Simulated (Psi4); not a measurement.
# A workflow on SiH2S2 (SMILES S[Si]S)

We compute a structure relaxation (BP86-D3(BJ)/6-31G*), then vibrational wavenumbers of SiH2S2. 

The calculation is run with Psi4 1.11.

### Step 1. The system as given

The species is SiH2S2 (5 atoms), meant as a singlet with charge 0. SMILES: `S[Si]S`. All atoms were displaced at random from a relaxed shape. The run starts from this shape.

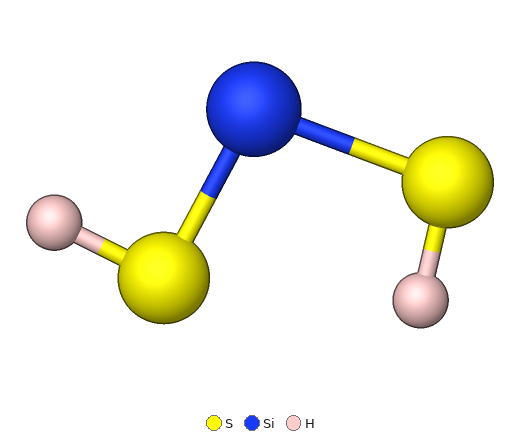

Viewed from a chosen angle; sulfur yellow, silicon blue, hydrogen pink.

### Step 2. A geometry optimisation at BP86-D3(BJ)/6-31G(d) (density fitting, Cartesian functions) (run 1)

Contents of input.dat:

```
memory 1600 mb

molecule {
  0 1
  S     -0.607622    -0.999683    -0.467560
  Si    -0.681902     0.955837     0.177420
  S      1.456398     1.153377     0.682333
  H     -1.883937    -0.977470    -0.749959
  H      1.826073    -0.059560     0.383362
}

set basis 6-31G*
set reference rks
set geom_maxiter 60

e_tot, wfn = opt("bp86-d3bj", return_wfn=True)
```

On the command line:

```
$ psi4 input.dat output.dat -n 1
```

output.dat:

```text
[...]
  Running in c1 symmetry.
[...]
  Nuclear repulsion =  177.588844721136383
[...]
  Multiplicity = 1
[...]
  Nalpha       = 24
  Nbeta        = 24
[...]
    Number of basis functions: 61
[...]
   @DF-RKS iter   1: -1087.04635804590930   -5.04657e-03   6.89200e-03 DIIS/ADIIS
[...]
   @DF-RKS iter   8: -1087.17340940119288   -1.36424e-12   2.90204e-09 DIIS
[...]
    Orbital Energies [Eh]
    ---------------------
    Doubly Occupied:
       1A    -88.139251     2A    -88.135125     3A    -65.516870
       4A     -7.705619     5A     -7.701598     6A     -5.727754
       7A     -5.723930     8A     -5.723102     9A     -5.719979
      10A     -5.718780    11A     -5.716002    12A     -5.104950
      13A     -3.518901    14A     -3.516231    15A     -3.513100
      16A     -0.698039    17A     -0.671069    18A     -0.456880
      19A     -0.404124    20A     -0.352016    21A     -0.294949
      22A     -0.279514    23A     -0.243194    24A     -0.231977
[...]
  @DF-RKS Final Energy: -1087.17340940119288
   => Energetics <=
    Nuclear Repulsion Energy =            172.1296124053276060
    One-Electron Energy =               -1845.1056343744462538
    Two-Electron Energy =                 658.8599695291312628
    DFT Exchange-Correlation Energy =     -73.0468357849865839
    Empirical Dispersion Energy =          -0.0105211762187736
    VV10 Nonlocal Energy =                  0.0000000000000000
    Total Energy =                      -1087.1734094011928846
[...]
 Multipole Moments:
 ------------------------------------------------------------------------------------
     Multipole            Electronic (a.u.)      Nuclear  (a.u.)        Total (a.u.)
 ------------------------------------------------------------------------------------
 L = 1.  Multiply by 2.5417464519 to convert [e a0] to [Debye]
 Dipole X            :         -0.1840906           -0.1958232           -0.3799138
 Dipole Y            :          1.4182559           -1.7142134           -0.2959575
 Dipole Z            :          0.4299827           -0.6104368           -0.1804541
 Magnitude           :                                                    0.5142849
[...]
  -Total Gradient:
     Atom            X                  Y                   Z
    ------   -----------------  -----------------  -----------------
       1       -0.000012025063     0.000061401313     0.000007862966
       2        0.000013907259    -0.000017028319    -0.000011141919
       3        0.000108619789    -0.000014776189     0.000027555644
       4       -0.000007118828     0.000013173030     0.000013972611
       5        0.000007574915    -0.000026523827    -0.000008606758
[...]
    Final optimized geometry and variables:
    Molecular point group: c1
    Full point group: C1
    Geometry (in Angstrom), charge = 0, multiplicity = 1:
    S           -0.744770127787    -1.384471009970    -0.621700846132
    SI          -0.729619563519     0.689830031573     0.070453661003
    S            1.389840385099     0.838501288127     0.580591753807
    H           -2.073580490883    -1.423830444165    -0.922271653186
    H            1.863505085273    -0.405397100235     0.270636645851
    Psi4 run time: 0:00:25.64
[...]
```

The script printed:

```text
Optimizer: Optimization complete!
```

Wall time 28 s (1 thread of Intel Xeon Platinum 8488C (Sapphire Rapids), shared host); peak memory 0.41 GiB.

Steps, from the record of the run:

| step | energy from the first frame kept (eV) | largest force (eV/Å) |
| --- | --- | --- |
| 0 | 0.0000 | 2.1515 |
| 1 | -0.2261 | 0.8618 |
| 2 | -0.2420 | 0.2618 |
| 3 | -0.1702 | 0.6044 |
| 4 | -0.2395 | 0.1922 |
| 5 | -0.2502 | 0.0742 |
| 6 | -0.2507 | 0.0093 |
| 7 | -0.2508 | 0.0058 |

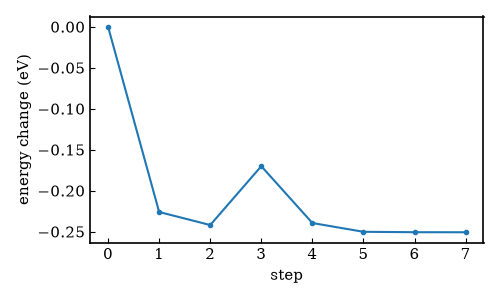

Energy along the run.

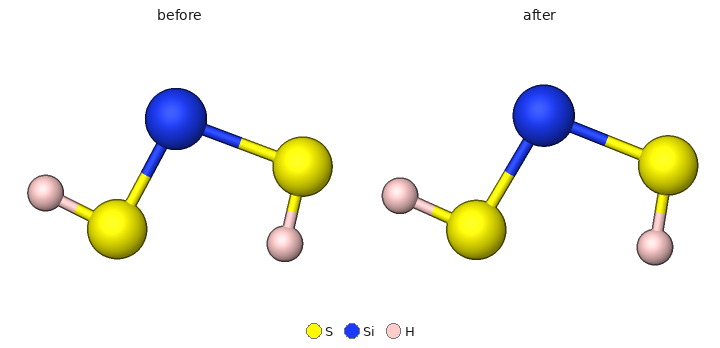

Before and after, at one scale.

After the run. Bond lengths: S1–Si2 2.187 Å, Si2–S3 2.185 Å, S1–H4 1.363 Å, S3–H5 1.367 Å. Angles: S1–Si2–S3 98.3°, Si2–S1–H4 96.0°, Si2–S3–H5 102.8°.

### Step 3. The harmonic vibrations at BP86-D3(BJ)/6-31G(d) (density fitting, Cartesian functions) (run 2)

Contents of job.dat:

```
memory 1600 MB

molecule geom {
  0 1
  S     -0.659593    -1.058612    -0.499694
  Si    -0.644442     1.015689     0.192461
  S      1.475018     1.164361     0.702599
  H     -1.988403    -1.097971    -0.800265
  H      1.948683    -0.079538     0.392644
  symmetry c1
}

set basis 6-31G*
set reference rks
set t 298.15
set rotational_symmetry_number 1

e, wfn = frequency('bp86-d3(bj)', return_wfn=True)
```

On the command line:

```
$ psi4 job.dat job.out -n 1
```

job.out:

```text
[...]
  Running in c1 symmetry.
[...]
  Nuclear repulsion =  172.129593297481648
[...]
  Multiplicity = 1
[...]
  Nalpha       = 24
  Nbeta        = 24
[...]
    Number of basis functions: 61
[...]
   @DF-RKS iter   1: -1087.05714097286682   -1.48393e-01   6.83795e-03 ADIIS/DIIS
[...]
   @DF-RKS iter  12: -1087.17340909220684   -6.82121e-13   3.88174e-09 DIIS
[...]
    Orbital Energies [Eh]
    ---------------------
    Doubly Occupied:
       1A    -88.139229     2A    -88.135150     3A    -65.516865
       4A     -7.705608     5A     -7.701613     6A     -5.727740
       7A     -5.723947     8A     -5.723090     9A     -5.719967
      10A     -5.718797    11A     -5.716018    12A     -5.104946
      13A     -3.518897    14A     -3.516227    15A     -3.513096
      16A     -0.698053    17A     -0.671067    18A     -0.456846
      19A     -0.404131    20A     -0.352036    21A     -0.294961
      22A     -0.279517    23A     -0.243196    24A     -0.231975
[...]
  @DF-RKS Final Energy: -1087.17340909220684
   => Energetics <=
    Nuclear Repulsion Energy =            172.1312342956017289
    One-Electron Energy =               -1845.1088367948671021
    Two-Electron Energy =                 658.8615608476874286
    DFT Exchange-Correlation Energy =     -73.0468459234009941
    Empirical Dispersion Energy =          -0.0105215172278436
    VV10 Nonlocal Energy =                  0.0000000000000000
    Total Energy =                      -1087.1734090922068390
[...]
 Multipole Moments:
 ------------------------------------------------------------------------------------
     Multipole            Electronic (a.u.)      Nuclear  (a.u.)        Total (a.u.)
 ------------------------------------------------------------------------------------
 L = 1.  Multiply by 2.5417464519 to convert [e a0] to [Debye]
 Dipole X            :         -0.1841122           -0.1958227           -0.3799349
 Dipole Y            :          1.4184649           -1.7142133           -0.2957484
 Dipole Z            :          0.4298975           -0.6104370           -0.1805395
 Magnitude           :                                                    0.5142103
[...]
  -Total Gradient:
     Atom            X                  Y                   Z
    ------   -----------------  -----------------  -----------------
       1       -0.000178131560     0.000042499937    -0.000042160692
       2        0.000009694022    -0.000017136445    -0.000039119023
       3        0.000040941672     0.000163216892     0.000105825684
       4        0.000175353047     0.000032750164     0.000078723080
       5        0.000063055612    -0.000205217876    -0.000073503218
[...]
  ==> Harmonic Vibrational Analysis <==
[...]
  Freq [cm^-1]                 173.5978            292.7705            386.0651
[...]
  IR activ [km/mol]             4.8960             54.0549              0.3681
[...]
  Freq [cm^-1]                 447.0562            475.4122            676.7901
[...]
  IR activ [km/mol]            41.0524             81.9766              4.5867
[...]
  Freq [cm^-1]                 751.9699           2552.3176           2590.3440
[...]
  IR activ [km/mol]             5.4270              3.5844              5.0931
[...]
  Total E_0, Enthalpy at 0 [K]                                                        -1087.15439508 [Eh]
[...]
  Total H, Enthalpy at  298.15 [K]                                                    -1087.14853748 [Eh]
[...]
  Total G, Gibbs energy at  298.15 [K]                                                -1087.18293713 [Eh]
[...]
```

The script printed:

```text
Warning: used thermodynamics relations inappropriate for low-frequency modes: ['173.5978' '292.7705' '386.0651' '447.0562' '475.4122']
```

It took 1.7 min on 1 thread of Intel Xeon Platinum 8488C (Sapphire Rapids), shared host; peak memory 0.4 GiB.

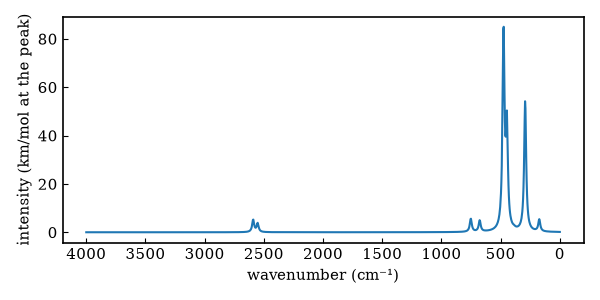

Harmonic infrared spectrum, unscaled, lines broadened by 10 cm⁻¹.

### Step 4. Summary of results

| quantity | value |
| --- | --- |
| run 1, BP86-D3(BJ)/6-31G*: total energy at the end | -1087.17341 Eh |
| run 1, BP86-D3(BJ)/6-31G*: dipole moment | 1.31 D |
| run 1, BP86-D3(BJ)/6-31G*: HOMO energy | -6.31 eV |
| run 1, BP86-D3(BJ)/6-31G*: LUMO energy | -3.17 eV |
| run 1, BP86-D3(BJ)/6-31G*: HOMO–LUMO gap | 3.14 eV |
| run 1, BP86-D3(BJ)/6-31G*: dispersion energy | -27.62 kJ/mol |
| run 2, BP86-D3(BJ)/6-31G*: lowest harmonic wavenumber | 174 cm⁻¹ |
| run 2, BP86-D3(BJ)/6-31G*: highest harmonic wavenumber | 2590 cm⁻¹ |
| run 2, BP86-D3(BJ)/6-31G*: zero-point energy | 49.9 kJ/mol |
| run 2, BP86-D3(BJ)/6-31G*: ideal-gas entropy at 298.15 K (symmetry number 1 as used) | 72.4 cal/(mol K) |

What this shows: The optimisation (run 1, BP86-D3(BJ)/6-31G*) took 8 steps and changed the energy by -0.251 eV. All 9 modes (run 2, BP86-D3(BJ)/6-31G*) are real, so the shape is a minimum at this level.
